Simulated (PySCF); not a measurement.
# C5H13FSi2: what the fields show

The calculation's input:

```
{"job": {"kind": "nmr", "xc": "PBE0", "basis": "pcSseg-1"}, "charge": 0, "multiplicity": 1}
C      1.750107     0.457077     1.347097
C      2.273195     0.000861    -0.011084
Si     0.901978    -0.339550    -1.283105
C     -0.485517     0.985828    -1.400688
Si    -1.804021    -0.142599    -0.573188
C     -2.275195     0.331527     1.198263
C     -0.475902    -1.555268    -0.656355
F     -0.215410    -2.217106     0.545640
H      2.572057     0.606400     2.046084
H      1.082002    -0.290604     1.765997
H      1.207961     1.396088     1.256620
H      2.861751    -0.907450     0.124500
H      2.955367     0.754268    -0.407918
H      1.486855    -0.741036    -2.570078
H     -0.731588     1.249652    -2.425336
H     -0.285197     1.922369    -0.887202
H     -2.988971    -0.417585    -1.397283
H     -1.406016     0.638047     1.772182
H     -2.989747     1.148606     1.208747
H     -2.727110    -0.511340     1.711977
H     -0.715520    -2.351244    -1.365341
```

Run with:

```sh
OMP_NUM_THREADS=1 python probes_run.py task.json out
```

Geometry: GFN2-xTB.

The calculation used PySCF 2.14.0, PBE0/pcSseg-1, SCF density, gas phase, non-relativistic.

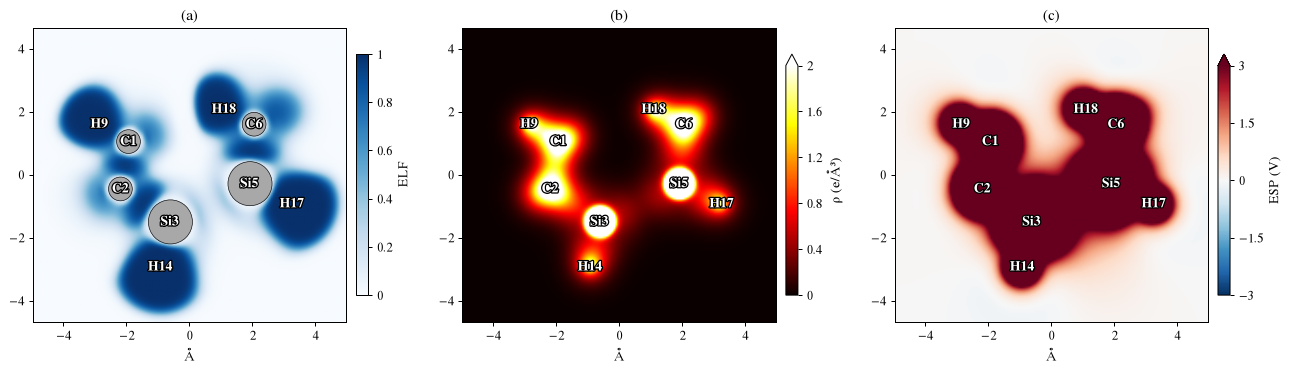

Figure 1. (a) ELF; (b) electron density; (c) molecular electrostatic potential on the plane of atoms C2, Si3 and H14. Grey discs cover the atomic cores in the ELF map.

> What does the map show?

- The plane passes through C, Si and H nuclei.
- C–C (1.53 Å): ρ is about 1.6 e/Å³ halfway; the ELF peaks at about 0.95 between the atoms; a shared electron pair.
- C–Si (1.89 Å): ρ at the midpoint is about 0.92 e/Å³; the ELF peaks at about 0.95 between the atoms; localised, covalent bonding.
- C–H (1.09 Å): ρ is about 2 e/Å³ halfway; the ELF climbs to about 1 towards the hydrogen, as it does in any bond to H (an ordinary covalent bond to hydrogen).
- Si–H (1.47 Å): ρ is about 0.81 e/Å³ halfway; the ELF climbs to about 1 towards the hydrogen.
- The potential has no marked negative region in this plane.

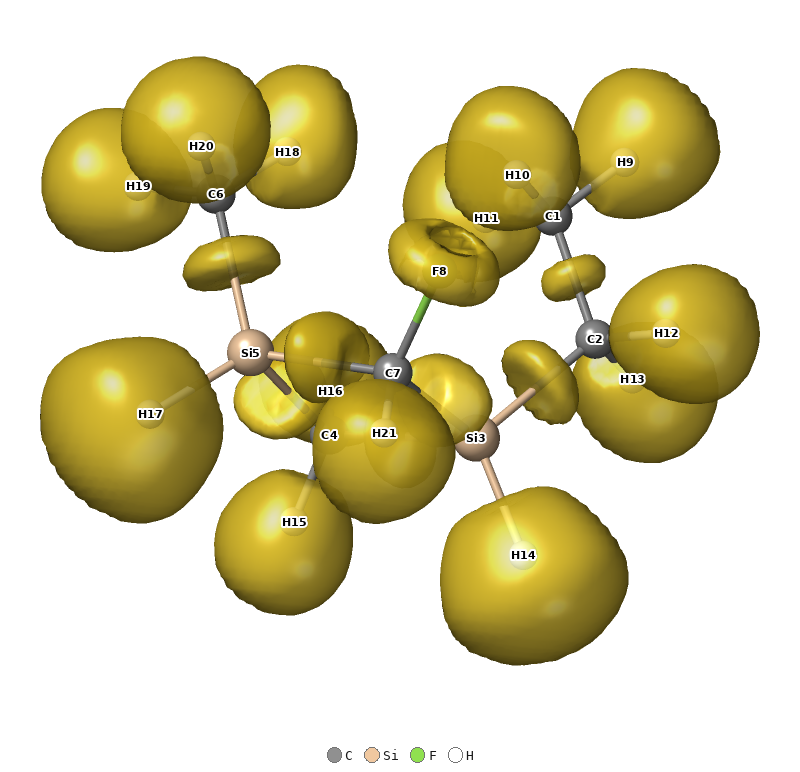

Figure 2. Isosurface of the ELF at 0.85 (yellow), seen at a tilt. Core shells and regions of very low density are left out.

> Describe the localisation domains.

The ELF exceeds this value in one region between bonded C–C atoms (shared pairs), six regions between bonded C–Si atoms (shared pairs), 13 regions around hydrogen nuclei and one region wrapped around F (its lone pairs, merged into a ring or cap). Profiles from the grid: C–F (1.40 Å): the ELF peaks at about 0.85 between the atoms; a polar covalent bond.

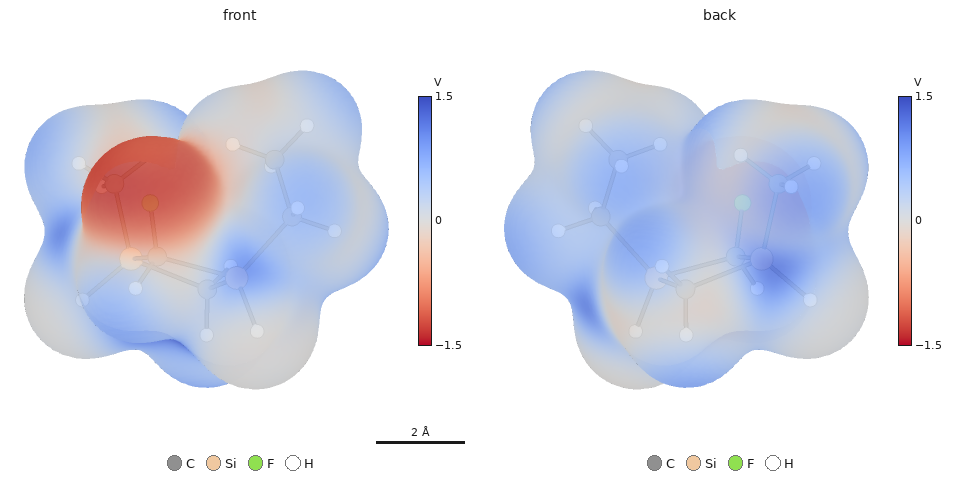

Figure 3. The electrostatic potential painted on the density surface at 0.002 e/bohr³, seen from the front and from behind; red is negative and blue positive.

> Describe the electrostatic potential map.

The most negative region (about −1.2 V) lies over F8, the most positive (about +1.3 V) over Si3 and Si5.
